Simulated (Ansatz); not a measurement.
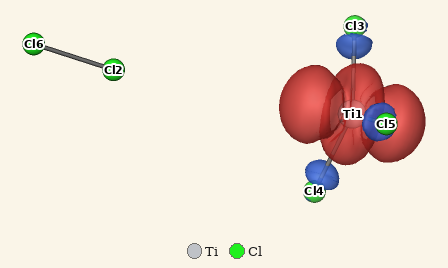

Figure. Cl3Ti···Cl2 (doublet). Isosurfaces of the spin density at +0.015 (red) and −0.015 e/Å³ (blue), seen at a tilt.

Computed with UHF/def2-SVP (Ansatz).

```xyz
6

Ti    0.0213    0.0000   -1.4697
Cl   -0.1513    0.0000    4.5258
Cl    2.2525    0.0000   -1.5124
Cl   -1.0950    1.9321   -1.4322
Cl   -1.0950   -1.9321   -1.4322
Cl    0.0699    0.0000    6.5333
```

**Describe the spin distribution.**

The unpaired spin (1 electron) lies mostly on Ti1 (about 1.0), in electrons by Hirshfeld's partition.
